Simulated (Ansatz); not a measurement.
# Si2H5Br (built from SMILES [SiH3][SiH2]Br): a barrier at many levels of theory

Aim: the barrier and energy of one elementary step (Br2–H3 formed, Si1–Br2 loosened, Si1–H3 broken) from LDA up to coupled cluster, on fixed structures, to see where each rung fails.

Method: single points in def2-TZVPP on PBE0-D4/def2-TZVP structures; program: Ansatz 0.2.0, Gaussian basis.

Levels: SPW92, PBE-D4, BLYP-D4, r2SCAN-D4, B97M-V, PBE0-D4, B3LYP-D4, r2SCAN0-D4, BHLYP-D4, CAM-B3LYP-D4, wB97X-V, wB97M-V, B2PLYP, PBE-QIDH, RPA on PBE, Hartree-Fock, MP2, CCSD, CCSD(T). The reference is CCSD(T) at the basis limit, from triple and quadruple zeta. Zero-point energies come from PBE0-D4 vibrations.

Correlated methods freeze the cores. Filled d shells of the heavier atoms are correlated. B3LYP uses VWN-RPA correlation. B2PLYP carries no dispersion term here.

12 further runs of the same task are left out: 12 set aside as unsound or not needed.

### Step 1. The three structures

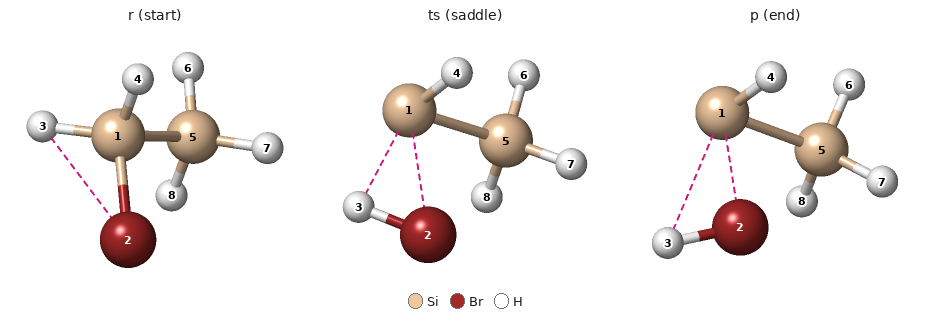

Start, saddle and end (silicon light orange, bromine red, hydrogen white); broken lines mark the pairs that change.

Charge 0, multiplicity 1. The folders r, ts and p hold the start, the saddle and the end; their coordinates stand in the first inputs.

```
   pair  r (Å)  ts (Å)  p (Å)
 Br2–H3  3.030   1.448  1.428
Si1–Br2  2.231   2.790  2.623
 Si1–H3  1.485   2.351  3.181
```

### Step 2. wB97M-V/def2-TZVPP

r/in.yaml

```yaml
crystal:
  periodic: [false, false, false]
  atoms:
    - {symbol: Si, position_ang: [-0.725531, -0.277980, -0.822625]}
    - {symbol: Br, position_ang: [0.297844, -1.975451, -1.847491]}
    - {symbol: H, position_ang: [-0.948661, 0.786309, -1.833453]}
    - {symbol: H, position_ang: [-2.041266, -0.771759, -0.343692]}
    - {symbol: Si, position_ang: [0.637159, 0.444783, 0.932395]}
    - {symbol: H, position_ang: [-0.014246, 1.578528, 1.643508]}
    - {symbol: H, position_ang: [0.849713, -0.676204, 1.883917]}
    - {symbol: H, position_ang: [1.944989, 0.891774, 0.387540]}
basis:
  gaussian: {orbitals: def2-TZVPP}
hamiltonian: {xc: {name: wB97M-V}}
```

ts/in.yaml

```yaml
crystal:
  periodic: [false, false, false]
  atoms:
    - {symbol: Si, position_ang: [-1.048270, 0.552334, -0.715929]}
    - {symbol: Br, position_ang: [0.074936, -1.712094, -1.897740]}
    - {symbol: H, position_ang: [-0.437710, -0.600913, -2.671879]}
    - {symbol: H, position_ang: [-1.990021, -0.370457, 0.037865]}
    - {symbol: Si, position_ang: [0.584482, 0.509582, 1.006700]}
    - {symbol: H, position_ang: [0.112398, 1.445838, 2.071654]}
    - {symbol: H, position_ang: [0.794491, -0.828167, 1.631371]}
    - {symbol: H, position_ang: [1.909693, 1.003878, 0.538057]}
basis:
  gaussian: {orbitals: def2-TZVPP}
hamiltonian: {xc: {name: wB97M-V}}
```

p/in.yaml

```yaml
crystal:
  periodic: [false, false, false]
  atoms:
    - {symbol: Si, position_ang: [-1.081687, 0.724748, -0.641351]}
    - {symbol: Br, position_ang: [-0.102825, -1.442968, -1.748060]}
    - {symbol: H, position_ang: [-0.321829, -1.116978, -3.121474]}
    - {symbol: H, position_ang: [-1.994760, -0.227149, 0.119853]}
    - {symbol: Si, position_ang: [0.596216, 0.520509, 1.037313]}
    - {symbol: H, position_ang: [0.109530, 1.288591, 2.222519]}
    - {symbol: H, position_ang: [0.897112, -0.867183, 1.505805]}
    - {symbol: H, position_ang: [1.898242, 1.120430, 0.625495]}
basis:
  gaussian: {orbitals: def2-TZVPP}
hamiltonian: {xc: {name: wB97M-V}}
```

The command line of these runs was not kept.

Log of r:

```text
Functional definition: wB97M-V
  name "wB97M-V"
  cite "Mardirossian & Head-Gordon, J. Chem. Phys. 144, 214110 (2016) doi:10.1063/1.4952647"
  cite "Becke, J. Chem. Phys. 107, 8554 (1997) doi:10.1063/1.475007"
  cite "Vydrov & Van Voorhis, J. Chem. Phys. 133, 244103 (2010) doi:10.1063/1.3521275"
  # Of w^i u^j: cxij and so on, Table III.
  parameter omega = 0.3/bohr
  parameter cx = 0.15
  parameter cx01 = 1.007
  parameter cx10 = 0.259
  parameter css00 = 0.443
  parameter css04 = -1.437
  parameter css10 = -4.535
  parameter css20 = -3.390
  parameter css43 = 4.278
  parameter cos00 = 1.000
  parameter cos10 = 1.358
  parameter cos20 = 2.924
  parameter cos21 = -8.812
  parameter cos60 = -1.390
  parameter cos61 = 9.142
  parameter b = 6.0
  parameter c = 0.01
  gx(w, u) = 1 - cx + cx01*u + cx10*w
  gss(w, u) = css00 + css04*u^4 + css10*w + css20*w^2 + css43*w^4*u^3
  gos(w, u) = cos00 + cos10*w + (cos20 + cos21*u)*w^2 + (cos60 + cos61*u)*w^6
  exchange = spin_sum(e_x_unif_sr(omega)*gx(b97_w, b97_u_x)) + cx*exact_x_sr(omega) + exact_x_lr(omega)
  correlation = spin_sum(e_c_pw_mod_same_spin*gss(b97_w, b97_u_same))
      + integral(e_c_pw_mod_opposite_spin*gos(b97_w_opposite, b97_u_opposite)) + vv10(b, c)
1285 factors; their error is unknown
261 factors; integrals over basis functions are off by at most 3.3e-5 eV
mean field evaluation 1: about -85878.3652 eV, gradient 1.1e1 eV
mean field evaluation 2: about -85878.7080 eV, gradient 4.8e0 eV
mean field evaluation 4: about -85878.7762 eV, gradient 4.5e-1 eV
mean field evaluation 8: about -85879.0391 eV, gradient 9.4e-3 eV
mean field -85879.03905931 eV, -3155.9964745261 hartree, gradient 2.5e-5 eV, S^2 0.000000; 0 other end points of the search recorded, 0 dependent functions left out
reference -85879.03911227 eV, -3155.9964764726 hartree; 34, 34 occupied and 168, 168 virtual orbitals, 1285 factors
Total energy: -85879.03911227 eV, -3155.9964764726 hartree
```

Output in ts:

```text
[... 5 set-up lines as earlier in the session ...]
  # Of w^i u^j: cxij and so on, Table III.
[... 17 set-up lines as earlier in the session ...]
  gx(w, u) = 1 - cx + cx01*u + cx10*w
  gss(w, u) = css00 + css04*u^4 + css10*w + css20*w^2 + css43*w^4*u^3
  gos(w, u) = cos00 + cos10*w + (cos20 + cos21*u)*w^2 + (cos60 + cos61*u)*w^6
[... 2 set-up lines as earlier in the session ...]
      + integral(e_c_pw_mod_opposite_spin*gos(b97_w_opposite, b97_u_opposite)) + vv10(b, c)
1285 factors; their error is unknown
261 factors; integrals over basis functions are off by at most 2.9e-5 eV
mean field evaluation 1: about -85874.9621 eV, gradient 1.4e1 eV
mean field evaluation 2: about -85875.6078 eV, gradient 7.6e0 eV
mean field evaluation 4: about -85875.7491 eV, gradient 3.7e-1 eV
mean field evaluation 8: about -85876.0156 eV, gradient 3.1e-1 eV
mean field evaluation 16: about -85876.0157 eV, gradient 6.0e-5 eV
mean field -85876.01570918 eV, -3155.8853684583 hartree, gradient 6.0e-5 eV, S^2 0.000000; 0 other end points of the search recorded, 0 dependent functions left out
reference -85876.01576066 eV, -3155.8853703502 hartree; 34, 34 occupied and 168, 168 virtual orbitals, 1285 factors
Total energy: -85876.01576066 eV, -3155.8853703502 hartree
```

Output in p:

```text
[... 5 set-up lines as earlier in the session ...]
  # Of w^i u^j: cxij and so on, Table III.
[... 17 set-up lines as earlier in the session ...]
  gx(w, u) = 1 - cx + cx01*u + cx10*w
  gss(w, u) = css00 + css04*u^4 + css10*w + css20*w^2 + css43*w^4*u^3
  gos(w, u) = cos00 + cos10*w + (cos20 + cos21*u)*w^2 + (cos60 + cos61*u)*w^6
[... 2 set-up lines as earlier in the session ...]
      + integral(e_c_pw_mod_opposite_spin*gos(b97_w_opposite, b97_u_opposite)) + vv10(b, c)
1285 factors; their error is unknown
261 factors; integrals over basis functions are off by at most 2.9e-5 eV
mean field evaluation 1: about -85874.9374 eV, gradient 1.5e1 eV
mean field evaluation 2: about -85875.7444 eV, gradient 9.1e0 eV
mean field evaluation 4: about -85875.9174 eV, gradient 5.0e-1 eV
mean field evaluation 8: about -85876.1819 eV, gradient 3.0e-1 eV
mean field evaluation 16: about -85876.1820 eV, gradient 9.5e-5 eV
mean field -85876.18197695 eV, -3155.8914786860 hartree, gradient 4.4e-5 eV, S^2 0.000000; 0 other end points of the search recorded, 0 dependent functions left out
reference -85876.18202829 eV, -3155.8914805730 hartree; 34, 34 occupied and 168, 168 virtual orbitals, 1285 factors
Total energy: -85876.18202829 eV, -3155.8914805730 hartree
```

Wall times: 6.5 s (r), 7 s (ts), 7.5 s (p) on 4 threads, shared host; peak memory 0.58 GiB.

This gives 291.7 kJ/mol for the barrier and +275.7 kJ/mol for the step.

### Step 3. CCSD(T)/def2-TZVPP

Each input of step 2 (r, ts, p) changes in the same lines:

```diff
-hamiltonian: {xc: {name: wB97M-V}}
+correlation: {method: ccsd_t}
```

r printed:

```text
Functional definition: HF
  name "HF"
  cite "Fock, Z. Phys. 61, 126 (1930) doi:10.1007/BF01340294"
  parent pbe
  exchange = exact_x
  correlation = 0
1188 factors; integrals over basis functions are off by at most 7.0e-4 eV
mean field evaluation 1: about -85802.8966 eV, gradient 1.5e1 eV
mean field evaluation 2: about -85803.0928 eV, gradient 1.6e1 eV
mean field evaluation 4: about -85804.4420 eV, gradient 2.7e0 eV
mean field evaluation 8: about -85804.4695 eV, gradient 1.4e-1 eV
mean field evaluation 16: about -85804.0254 eV, gradient 5.7e0 eV
mean field -85804.46964710 eV, -3153.2560991723 hartree, gradient 5.6e-6 eV, S^2 0.000000; 0 other end points of the search recorded, 0 dependent functions left out
19 core orbitals not correlated: weight in the atoms' cores, before any rotation towards them, 1.000 or more for the frozen orbitals, at most 0.000 for the correlated occupied ones
reference -85804.46964710 eV, -3153.2560991723 hartree; 15, 15 occupied and 168, 168 virtual orbitals, 1188 factors
second order -14.37838775 eV of doubles, -0.00000000 eV of singles
cycle   1  -15.16230507 eV  change   -7.8e-1 eV  update   8.5e-2
cycle   2  -15.63631265 eV  change   -4.7e-1 eV  update   2.6e-2
cycle   3  -15.67012418 eV  change   -3.4e-2 eV  update   9.9e-3
cycle   4  -15.66086865 eV  change    9.3e-3 eV  update   3.0e-3
cycle   5  -15.66141694 eV  change   -5.5e-4 eV  update   9.8e-4
cycle   6  -15.66104710 eV  change    3.7e-4 eV  update   2.8e-4
cycle   7  -15.66095363 eV  change    9.3e-5 eV  update   7.5e-5
cycle   8  -15.66100158 eV  change   -4.8e-5 eV  update   2.7e-5
cycle   9  -15.66101019 eV  change   -8.6e-6 eV  update   9.6e-6
perturbative correction -0.52870027 eV, -0.0194293765 hartree
Total energy: -85820.65935755 eV, -3153.8510600579 hartree
```

Output in ts:

```text
[... 6 set-up lines as earlier in the session ...]
1188 factors; integrals over basis functions are off by at most 1.1e-3 eV
mean field evaluation 1: about -85799.2343 eV, gradient 1.6e1 eV
mean field evaluation 2: about -85799.4483 eV, gradient 1.6e1 eV
mean field evaluation 4: about -85800.9696 eV, gradient 2.4e0 eV
mean field evaluation 8: about -85801.0054 eV, gradient 1.7e-1 eV
mean field evaluation 16: about -85801.0057 eV, gradient 2.2e-6 eV
mean field -85801.00566583 eV, -3153.1288002089 hartree, gradient 2.2e-6 eV, S^2 0.000000; 0 other end points of the search recorded, 0 dependent functions left out; unrestricted orbitals would lower it
19 core orbitals not correlated: weight in the atoms' cores, before any rotation towards them, 1.000 or more for the frozen orbitals, at most 0.000 for the correlated occupied ones
reference -85801.00566583 eV, -3153.1288002089 hartree; 15, 15 occupied and 168, 168 virtual orbitals, 1188 factors
second order -14.64314508 eV of doubles, -0.00000000 eV of singles
cycle   1  -15.47635626 eV  change   -8.3e-1 eV  update   9.4e-2
cycle   2  -15.99031793 eV  change   -5.1e-1 eV  update   3.2e-2
cycle   3  -16.03511634 eV  change   -4.5e-2 eV  update   1.3e-2
cycle   4  -16.02461896 eV  change    1.0e-2 eV  update   4.4e-3
cycle   5  -16.02512183 eV  change   -5.0e-4 eV  update   1.6e-3
cycle   6  -16.02474494 eV  change    3.8e-4 eV  update   5.2e-4
cycle   7  -16.02455432 eV  change    1.9e-4 eV  update   1.8e-4
cycle   8  -16.02467755 eV  change   -1.2e-4 eV  update   7.9e-5
cycle   9  -16.02468065 eV  change   -3.1e-6 eV  update   3.4e-5
perturbative correction -0.58274141 eV, -0.0214153520 hartree
Total energy: -85817.61308789 eV, -3153.7391117126 hartree
```

p printed:

```text
[... 6 set-up lines as earlier in the session ...]
1188 factors; integrals over basis functions are off by at most 1.2e-3 eV
mean field evaluation 1: about -85799.2635 eV, gradient 1.7e1 eV
mean field evaluation 2: about -85799.4932 eV, gradient 1.7e1 eV
mean field evaluation 4: about -85801.1466 eV, gradient 2.4e0 eV
mean field evaluation 8: about -85801.1809 eV, gradient 1.7e-1 eV
mean field evaluation 16: about -85801.1812 eV, gradient 2.3e-6 eV
mean field -85801.18118935 eV, -3153.1352505793 hartree, gradient 2.3e-6 eV, S^2 0.000000; 0 other end points of the search recorded, 0 dependent functions left out
19 core orbitals not correlated: weight in the atoms' cores, before any rotation towards them, 1.000 or more for the frozen orbitals, at most 0.000 for the correlated occupied ones
reference -85801.18118935 eV, -3153.1352505793 hartree; 15, 15 occupied and 168, 168 virtual orbitals, 1188 factors
second order -14.63431792 eV of doubles, -0.00000000 eV of singles
cycle   1  -15.47428232 eV  change   -8.4e-1 eV  update   9.2e-2
cycle   2  -15.98955799 eV  change   -5.2e-1 eV  update   3.1e-2
cycle   3  -16.02228842 eV  change   -3.3e-2 eV  update   1.2e-2
cycle   4  -16.01389544 eV  change    8.4e-3 eV  update   4.0e-3
cycle   5  -16.01430148 eV  change   -4.1e-4 eV  update   1.4e-3
cycle   6  -16.01375377 eV  change    5.5e-4 eV  update   5.2e-4
cycle   7  -16.01367207 eV  change    8.2e-5 eV  update   1.9e-4
cycle   8  -16.01379059 eV  change   -1.2e-4 eV  update   8.4e-5
cycle   9  -16.01380123 eV  change   -1.1e-5 eV  update   3.4e-5
perturbative correction -0.57469903 eV, -0.0211197997 hartree
Total energy: -85817.76968961 eV, -3153.7448667196 hartree
```

They took 49 s (r), 50 s (ts), 49 s (p) on 4 threads, shared host; peak memory 2.3 GiB.

Barrier 293.9 kJ/mol; end less start +278.8 kJ/mol.

### Step 4. MP2/def2-QZVPP

Each input of step 3 (r, ts, p) changes in the same lines:

```diff
-  gaussian: {orbitals: def2-TZVPP}
-correlation: {method: ccsd_t}
+  gaussian: {orbitals: "def2-QZVPP.json"}
+correlation: {method: mp2}
```

The basis file named in the input lies beside it (Basis Set Exchange, JSON).

Output in r:

```text
[... 6 set-up lines as earlier in the session ...]
2279 factors; integrals over basis functions are off by at most 6.0e-4 eV
mean field evaluation 1: about -85804.8796 eV, gradient 1.5e1 eV
mean field evaluation 2: about -85804.9614 eV, gradient 1.5e1 eV
mean field evaluation 4: about -85806.2799 eV, gradient 3.2e0 eV
mean field evaluation 8: about -85806.3044 eV, gradient 1.6e-1 eV
mean field -85806.30448239 eV, -3153.3235281257 hartree, gradient 1.9e-6 eV, S^2 0.000000; 0 other end points of the search recorded, 0 dependent functions left out
19 core orbitals not correlated: weight in the atoms' cores, before any rotation towards them, 1.000 or more for the frozen orbitals, at most 0.000 for the correlated occupied ones
reference -85806.30448239 eV, -3153.3235281257 hartree; 15, 15 occupied and 345, 345 virtual orbitals, 2279 factors
second order -23.55938393 eV of doubles, -0.00000000 eV of singles
Total energy: -85829.86386632 eV, -3154.1893195161 hartree
```

ts printed:

```text
[... 6 set-up lines as earlier in the session ...]
2277 factors; integrals over basis functions are off by at most 6.3e-4 eV
mean field evaluation 1: about -85801.1314 eV, gradient 1.6e1 eV
mean field evaluation 2: about -85801.2258 eV, gradient 1.6e1 eV
mean field evaluation 4: about -85802.7850 eV, gradient 3.0e0 eV
mean field evaluation 8: about -85802.8288 eV, gradient 2.0e-1 eV
mean field -85802.82923441 eV, -3153.1958151181 hartree, gradient 1.3e-6 eV, S^2 0.000000; 0 other end points of the search recorded, 0 dependent functions left out; unrestricted orbitals would lower it
mean field evaluation 16: about -85802.7793 eV, gradient 1.7e0 eV
19 core orbitals not correlated: weight in the atoms' cores, before any rotation towards them, 1.000 or more for the frozen orbitals, at most 0.000 for the correlated occupied ones
reference -85802.82923441 eV, -3153.1958151181 hartree; 15, 15 occupied and 345, 345 virtual orbitals, 2277 factors
second order -23.80061312 eV of doubles, -0.00000000 eV of singles
Total energy: -85826.62984753 eV, -3154.0704715176 hartree
```

Log of p:

```text
[... 6 set-up lines as earlier in the session ...]
2278 factors; integrals over basis functions are off by at most 7.7e-4 eV
mean field evaluation 1: about -85801.1395 eV, gradient 1.7e1 eV
mean field evaluation 2: about -85801.2431 eV, gradient 1.7e1 eV
mean field evaluation 4: about -85802.9630 eV, gradient 3.1e0 eV
mean field evaluation 8: about -85803.0082 eV, gradient 2.2e-1 eV
mean field -85803.00865106 eV, -3153.2024085582 hartree, gradient 1.1e-6 eV, S^2 0.000000; 0 other end points of the search recorded, 0 dependent functions left out
19 core orbitals not correlated: weight in the atoms' cores, before any rotation towards them, 1.000 or more for the frozen orbitals, at most 0.000 for the correlated occupied ones
reference -85803.00865106 eV, -3153.2024085582 hartree; 15, 15 occupied and 345, 345 virtual orbitals, 2278 factors
second order -23.79002113 eV of doubles, -0.00000000 eV of singles
Total energy: -85826.79867218 eV, -3154.0766757091 hartree
```

Times: 13 s (r), 15 s (ts), 13 s (p) on 4 threads, shared host; peak memory 1.6 GiB.

This gives 312.0 kJ/mol for the barrier and +295.7 kJ/mol for the step.

### Step 5. Vibrations of the start structure

vib-r/in.yaml

```yaml
crystal:
  periodic: [false, false, false]
  atoms:
    - {symbol: Si, position_ang: [-0.725531, -0.277980, -0.822625]}
    - {symbol: Br, position_ang: [0.297844, -1.975451, -1.847491]}
    - {symbol: H, position_ang: [-0.948661, 0.786309, -1.833453]}
    - {symbol: H, position_ang: [-2.041266, -0.771759, -0.343692]}
    - {symbol: Si, position_ang: [0.637159, 0.444783, 0.932395]}
    - {symbol: H, position_ang: [-0.014246, 1.578528, 1.643508]}
    - {symbol: H, position_ang: [0.849713, -0.676204, 1.883917]}
    - {symbol: H, position_ang: [1.944989, 0.891774, 0.387540]}
basis:
  gaussian: {orbitals: def2-TZVP}
hamiltonian: {xc: pbe0, dispersion: d4}
phonons: {temperatures: {t_min: 298.15, t_max: 900, t_step: 200}}
```

Log:

```text
Functional definition: PBE0
  name "PBE0"
  cite "Adamo & Barone, J. Chem. Phys. 110, 6158 (1999) doi:10.1063/1.478522"
  cite "Perdew, Burke & Ernzerhof, Phys. Rev. Lett. 77, 3865 (1996) doi:10.1103/PhysRevLett.77.3865"
[... 1 set-up line as earlier in the session ...]
  parameter a = 0.25
  parameter kappa = 0.804
  parameter beta = 0.06672455060314922
  exchange = (1 - a)*pbe_x(kappa = kappa, mu = beta*pi^2/3) + a*exact_x
  correlation = pbe_c(beta = beta)
1169 factors; their error is unknown
mean field evaluation 1: about -85868.7963 eV, gradient 1.2e1 eV
mean field evaluation 2: about -85869.1264 eV, gradient 5.4e0 eV
mean field evaluation 4: about -85869.2124 eV, gradient 5.6e-1 eV
mean field evaluation 8: about -85869.7105 eV, gradient 6.7e-2 eV
mean field -85869.71048982 eV, -3155.6536559205 hartree, gradient 6.7e-5 eV, S^2 0.000000; 0 other end points of the search recorded, 0 dependent functions left out
the calculation of the forces begins
reference -85869.71052290 eV, -3155.6536571361 hartree; 34, 34 occupied and 118, 118 virtual orbitals, 1169 factors
[... from here to the last solve, the lines of the solves are left out (47 solves) ...]
1169 factors; their error is unknown
mean field -85869.71046902 eV, -3155.6536551563 hartree, gradient 1.5e-6 eV, S^2 0.000000; 0 other end points of the search recorded, 0 dependent functions left out
the calculation of the forces begins
reference -85869.71050210 eV, -3155.6536563720 hartree; 34, 34 occupied and 118, 118 virtual orbitals, 1169 factors
Total energy: -85869.86806905 eV, -3155.6594468504 hartree
Atom 0 at    -0.725531    -0.277980    -0.822625 Å, force    -0.002189    -0.000622    -0.001714 eV/Å
Atom 1 at     0.297844    -1.975451    -1.847491 Å, force    -0.000847     0.001644     0.001072 eV/Å
Atom 2 at    -0.948661     0.786309    -1.833453 Å, force     0.000388    -0.001175     0.000788 eV/Å
Atom 3 at    -2.041266    -0.771759    -0.343692 Å, force     0.001909     0.000196    -0.000622 eV/Å
Atom 4 at     0.637159     0.444783     0.932395 Å, force     0.000409     0.001921     0.003032 eV/Å
Atom 5 at    -0.014246     1.578528     1.643508 Å, force     0.001563    -0.002858    -0.001880 eV/Å
Atom 6 at     0.849713    -0.676204     1.883917 Å, force    -0.000164     0.001589    -0.001365 eV/Å
Atom 7 at     1.944989     0.891774     0.387540 Å, force    -0.001068    -0.000695     0.000689 eV/Å
Dipole moment:    -0.089636     0.224356     0.168955 e Å
Vibrations: 98.65 106.46 349.70 379.56 460.31 511.11 572.98 687.02 779.57 870.72 930.03 932.86 941.65 2214.90 2226.97 2233.34 2233.69 2243.56 cm⁻¹, zero-point energy 1.163782 eV
```

Wall time 74 s (4 threads, shared host); peak memory 0.39 GiB.

Wavenumbers and character of the modes:

```
mode  wavenumber (cm⁻¹)                character
   1                 99                     bend
   2                106                  torsion
   3                350                     bend
   4                380  Si–Br and Si–Si stretch
   5                460  Si–Si and Si–Br stretch
   6                511                     bend
   7                573        bend with torsion
   8                687                     bend
   9                780                     bend
  10                871                     bend
  11                930        bend with torsion
  12                933        bend with torsion
  13                942        bend with torsion
  14               2215             Si–H stretch
  15               2227             Si–H stretch
  16               2233             Si–H stretch
  17               2234             Si–H stretch
  18               2244             Si–H stretch
```

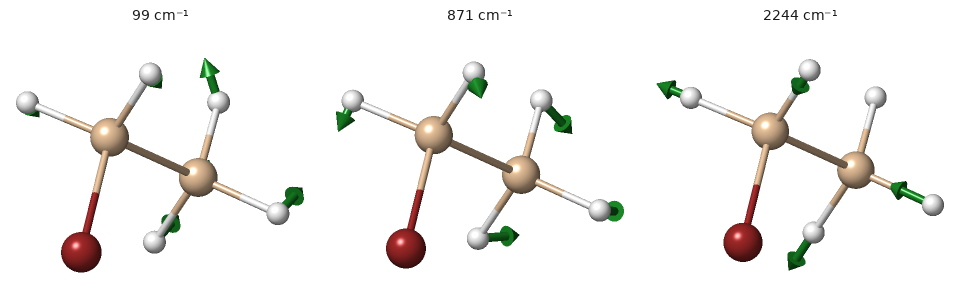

Displacements of 3 modes, as arrows.

Vibrational sums (real modes only):

```
T (K)  entropy (J/mol/K)  heat capacity (J/mol/K)
  298               50.2                     59.0
  498               87.4                     85.9
  698              119.3                    102.9
  898              146.7                    114.8
```

(Part 1 of 2 ends here.)
